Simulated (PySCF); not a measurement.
**GaBH4O (SMILES B[O][GaH2]): levels of theory compared**

We compute a comparison of 5 runs (HF/pcseg-1, HF/def2-SVP, B3LYP/6-31G*, PBE0/def2-SVP, wB97X/def2-SVPD) of GaBH4O. The job is set up through a Python script.

Program for the calculation: PySCF 2.14.0.

## (1) Starting point

GaBH4O has 7 atoms, charge 0, and is taken as a singlet. SMILES: `B[O][GaH2]`. The shape comes from GFN2-xTB, which is rough for such elements, and wasn't checked as a minimum.

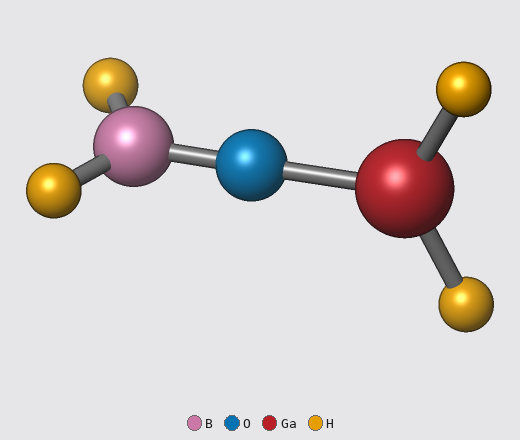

Viewed from a chosen angle; boron pink, oxygen blue, gallium red, hydrogen amber.

## (2) Energy and forces at HF/pcseg-1 (run 1)

input.py reads:

```python
from pyscf import gto

mol = gto.M(
    atom=[
    ('B', (-1.175600, 0.053230, -0.972240)),
    ('O', (-0.139280, 0.022360, -0.131330)),
    ('Ga', (1.181600, -0.043570, 0.969890)),
    ('H', (-1.932940, -0.849740, -0.994720)),
    ('H', (-1.322890, 0.981270, -1.684200)),
    ('H', (0.933020, 0.583150, 2.359830)),
    ('H', (2.456080, -0.746700, 0.452770)),
],
    basis='pcseg-1',
    verbose=3,
    spin=0,
    max_memory=1860,
)

hf = mol.RHF()
hf.conv_tol = 1e-10
hf.kernel()
if not hf.converged:
    hf = hf.newton().run(hf.mo_coeff, hf.mo_occ)

etot = hf.e_tot
print('E = %.10f Eh' % etot)
grad = hf.nuc_grad_method().kernel()
hf.analyze()
```

Command:

```
$ OMP_NUM_THREADS=1 python input.py
```

Log:

```text
converged SCF energy = -2024.88074665249
[... 21 lines left out ...]
MO #10  energy= -4.53137976510445  occ= 2
[... 12 lines left out ...]
MO #23  energy= -0.4364807774855   occ= 2
[... 12 lines left out ...]
MO #36  energy= 0.384997887451606  occ= 0
[... 12 lines left out ...]
MO #49  energy= 0.981168487144867  occ= 0
[... 12 lines left out ...]
MO #62  energy= 2.32561530678648   occ= 0
[... 12 lines left out ...]
MO #75  energy= 3.64435176636983   occ= 0
[... 8 lines left out ...]
Dipole moment(X, Y, Z, Debye):  1.18898, -0.02254,  0.96853
```

It took 8.4 s on 1 thread of Intel Xeon at 2.70GHz, shared host; peak memory 0.15 GiB.

## (3) Energy and gradient at HF/def2-SVP (run 2)

calc.py reads:

```python
import pyscf.grad
from pyscf import gto

mol = gto.Mole()
mol.atom = '''
B   -1.175600   0.053230  -0.972240
O   -0.139280   0.022360  -0.131330
Ga   1.181600  -0.043570   0.969890
H   -1.932940  -0.849740  -0.994720
H   -1.322890   0.981270  -1.684200
H    0.933020   0.583150   2.359830
H    2.456080  -0.746700   0.452770
'''
mol.spin = 0
mol.charge = 0
mol.verbose = 4
mol.basis = 'def2-svp'
mol.max_memory = 1860
mol.build()

calc0 = mol.RHF()
calc0.conv_tol = 1e-10
calc0.kernel()
if not calc0.converged:
    calc0 = calc0.newton().run(calc0.mo_coeff, calc0.mo_occ)

e_tot = calc0.e_tot
print('E = %.10f Eh' % e_tot)
grad = calc0.Gradients().kernel()
calc0.analyze()
```

Command:

```
$ OMP_NUM_THREADS=1 python calc.py
```

Log:

```text
PySCF version 2.14.0

[... 89 lines left out ...]
MO #5   energy= -42.5062731870906  occ= 2
[... 14 lines left out ...]
MO #20  energy= -0.581085334240036 occ= 2
[... 14 lines left out ...]
MO #35  energy= 0.406227185729369  occ= 0
[... 14 lines left out ...]
MO #50  energy= 1.17321234705751   occ= 0
[... 14 lines left out ...]
MO #65  energy= 2.10653315680217   occ= 0
[... 14 lines left out ...]
MO #80  energy= 3.896557672678     occ= 0
[... 90 lines left out ...]
Dipole moment(X, Y, Z, Debye):  1.23416, -0.02266,  1.00394
```

It took 7.5 s on 1 thread of Intel Xeon at 2.70GHz, shared host; peak memory 0.16 GiB.

Run 3 isn't shown in full; the table further down has it.

## (4) Energy and forces at PBE0/def2-SVP (run 4)

calc.py reads:

```python
# B[O][GaH2]
import pyscf.grad
from pyscf import gto, dft

mol = gto.M(
    atom='''
B   -1.175600   0.053230  -0.972240
O   -0.139280   0.022360  -0.131330
Ga   1.181600  -0.043570   0.969890
H   -1.932940  -0.849740  -0.994720
H   -1.322890   0.981270  -1.684200
H    0.933020   0.583150   2.359830
H    2.456080  -0.746700   0.452770
''',
    max_memory=1860,
    verbose=4,
    basis='def2-svp',
)

calc0 = dft.RKS(mol, xc='pbe0')
calc0.conv_tol = 1e-10
calc0.grids.level = 5
calc0.kernel()
if not calc0.converged:
    calc0 = calc0.newton().run(calc0.mo_coeff, calc0.mo_occ)

e_final = calc0.e_tot
print('Final energy', e_final)
grad = calc0.Gradients().kernel()
calc0.analyze()
```

Command:

```
$ OMP_NUM_THREADS=1 python calc.py
```

Log:

```text
PySCF version 2.14.0

[... 103 lines left out ...]
MO #5   energy= -40.775853508087   occ= 2
[... 14 lines left out ...]
MO #20  energy= -0.421253878465541 occ= 2
[... 14 lines left out ...]
MO #35  energy= 0.256450957165599  occ= 0
[... 14 lines left out ...]
MO #50  energy= 0.944809745441462  occ= 0
[... 14 lines left out ...]
MO #65  energy= 1.81040954343771   occ= 0
[... 14 lines left out ...]
MO #80  energy= 3.49088960435853   occ= 0
[... 90 lines left out ...]
Dipole moment(X, Y, Z, Debye):  1.27970, -0.03380,  1.04632
```

Wall time 26 s (1 thread of Intel Xeon at 2.70GHz, shared host); peak memory 0.78 GiB.

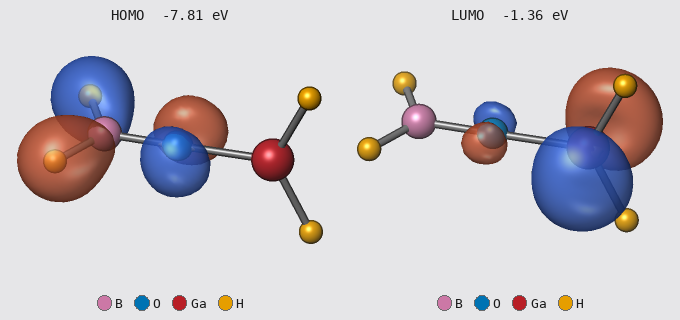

Frontier orbitals of this run, surfaces at ±0.2 Å^-3/2.

## (5) Energy and gradient at wB97X/def2-SVPD (run 5)

input.xyz reads:

```xyz
7
BGaH4O
B     -1.175600     0.053230    -0.972240
O     -0.139280     0.022360    -0.131330
Ga     1.181600    -0.043570     0.969890
H     -1.932940    -0.849740    -0.994720
H     -1.322890     0.981270    -1.684200
H      0.933020     0.583150     2.359830
H      2.456080    -0.746700     0.452770
```

calc.py reads:

```python
from pyscf import gto, dft

mol = gto.M(
    atom='input.xyz',
    charge=0,
    max_memory=1860,
    verbose=4,
    basis='def2-svpd',
)

mf = dft.RKS(mol)
mf.xc = 'wb97x'
mf.grids.level = 5
mf.conv_tol = 1e-10
mf.kernel()
if not mf.converged:
    mf = mf.newton().run(mf.mo_coeff, mf.mo_occ)

e_tot = mf.e_tot
print('Final energy', e_tot)
grad = mf.nuc_grad_method().kernel()
dip = mf.dip_moment()
pop, q = mf.mulliken_pop()
```

Command:

```
$ OMP_NUM_THREADS=1 python calc.py
```

Log:

```text
PySCF version 2.14.0

[... 76 lines left out ...]
converged SCF energy = -2027.06912569494
Final energy -2027.0691256949385
[... 14 lines left out ...]
Dipole moment(X, Y, Z, Debye):  1.23337, -0.03262,  1.00876
[... 121 lines left out ...]
charge of    6H =     -0.00788
```

Run time: 72 s. Hardware: 1 thread of Intel Xeon at 2.70GHz, shared host; peak memory 1.1 GiB.

## (6) All runs side by side

| run | level | integration grid | energy (Eh) | dipole moment (D) | HOMO energy (eV) | LUMO energy (eV) | wall time |
| --- | --- | --- | --- | --- | --- | --- | --- |
| 1 | HF/pcseg-1 | – | -2024.880747 | 1.53 | -11.40 | 1.31 | 8.4 s |
| 2 | HF/def2-SVP | – | -2024.844358 | 1.59 | -11.38 | 1.45 | 7.5 s |
| 3 | B3LYP/6-31G* (spherical functions) | 5 | -2027.137813 | 1.62 | -7.53 | -1.64 | 21 s |
| 4 | PBE0/def2-SVP | 5 | -2026.664715 | 1.65 | -7.81 | -1.36 | 26 s |
| 5 | wB97X/def2-SVPD | 5 | -2027.069126 | 1.59 | -10.33 | 0.51 | 72 s |

## (7) Outcome

| quantity | value |
| --- | --- |
| run 5: total energy | -2027.06913 Eh |
| run 5: dipole moment | 1.59 D |
| run 5: HOMO energy | -10.33 eV |
| run 5: LUMO energy | 0.51 eV |
| run 5: HOMO–LUMO gap | 10.84 eV |
| run 5: largest force on an atom | 1.679 eV/Å |

In words: The dipole moment (its size) runs from 1.53 D (HF/pcseg-1) to 1.65 D (PBE0/def2-SVP). The two ends differ in method and basis. The HOMO–LUMO gap runs from 5.89 eV (B3LYP/6-31G*) to 12.83 eV (HF/def2-SVP). Totals of different functionals can't be ranked against each other. All runs together took 2.3 min, the longest 72 s.
